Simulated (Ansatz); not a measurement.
The structure below was relaxed with PBE/PAW in Ansatz (a first-principles code), no spin-orbit coupling.

```yaml
crystal:
  lattice:
    - [6.90443, 0.00000, 0.00000]
    - [-3.45222, 5.97941, 0.00000]
    - [0.00000, 0.00000, 4.37639]
  atoms:
    - { symbol: K, position: [0.33333, 0.66667, 0.68929] }
    - { symbol: K, position: [0.66667, 0.33333, 0.31071] }
    - { symbol: Na, position: [0.00000, 0.00000, 0.00000] }
```

**Question.** Find the space group and the Wyckoff positions.

**Answer.** Space group P-3m1 (No. 164); a = b = 6.904 Å, c = 4.376 Å, α = β = 90.00°, γ = 120.00°

| atom | site | symmetry | x | y | z |
|---|---|---|---|---|---|
| K | 2d | 3m. | 0.6667 | 0.3333 | 0.3107 |
| Na | 1a | -3m. | 0.0000 | 0.0000 | 0.0000 |

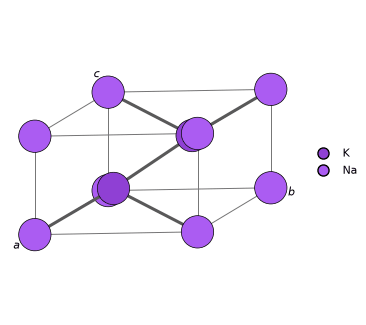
Figure: The conventional cell

Each cell is one ordered arrangement of few atoms, which overstates ordering effects compared with a random alloy. Whether these cells are dynamically stable was not tested. The cell was made from Na by this change: x(K) = 0.667, 3 atoms, P-3m1.
